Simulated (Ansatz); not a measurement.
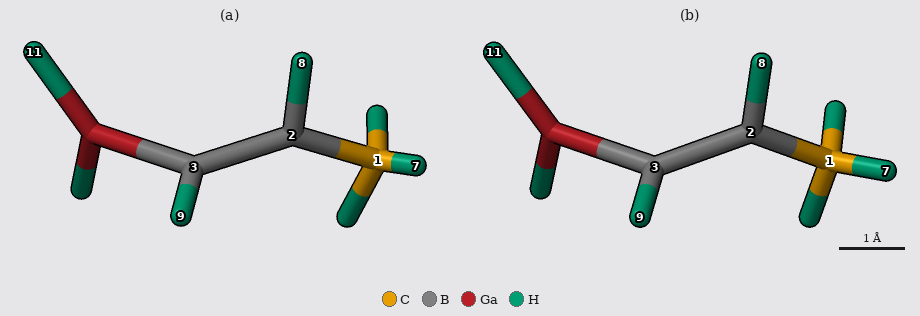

The structure of CH7B2Ga before (left) and after (right) a relaxation, at one scale.

The picture is a stick view, seen from a free direction.

The calculation used Ansatz 0.2.0, RKS B2GP-PLYP/def2-TZVPD.

Input
```yaml
crystal:
  periodic: [false, false, false]
  atoms:
    - {symbol: C, position_ang: [-1.667031, 1.158412, 0.441860]}
    - {symbol: B, position_ang: [-0.821119, -0.140925, 0.457483]}
    - {symbol: B, position_ang: [0.693651, -0.713535, 0.608509]}
    - {symbol: Ga, position_ang: [1.937234, -0.978370, -1.060369]}
    - {symbol: H, position_ang: [-0.698946, 2.079209, 0.123566]}
    - {symbol: H, position_ang: [-1.898182, 1.234963, -0.610337]}
    - {symbol: H, position_ang: [-2.176348, 1.251992, 0.924063]}
    - {symbol: H, position_ang: [-1.593582, -1.178807, 0.326527]}
    - {symbol: H, position_ang: [1.166355, -0.742392, 1.532248]}
    - {symbol: H, position_ang: [2.681199, 0.255509, -1.545535]}
    - {symbol: H, position_ang: [2.028530, -2.455515, -1.681676]}
basis:
  gaussian: {orbitals: def2-TZVPD}
hamiltonian: {xc: {name: B2GP-PLYP}}
relax: {f_tol: 0.001, max_steps: 2}
```

Run as
```bash
ansatz run in.yaml --threads 4 --pin off --events-out ev --progress --plain --max-ram 10444MiB
```

> What changed between the two?

The relaxation stopped without meeting its thresholds, so the last structure isn't shown to be converged. The input was poor on purpose: steps. The largest move after the best rigid fit is that of H7, 0.19 Å. Largest moves by element: H 0.19 Å, C 0.17 Å, B 0.06 Å, Ga 0.02 Å. Some distances before and after: C1–H7 0.708 → 1.047 Å, C1–H5 1.373 → 1.206 Å, B3–H9 1.038 → 1.127 Å, B2–H8 1.300 → 1.251 Å. Among the angles between lasting bonds that change: H5–C1–H6 83.0° → 95.2°, B2–C1–H5 100.3° → 110.4°, H5–C1–H7 125.2° → 116.6°. Over 1 geometry step the energy falls by 695.1 kJ/mol. The largest force component goes from 37 to 4 eV/Å. Cost: 37 s on 4 threads of Arm Neoverse V1 (shared host).
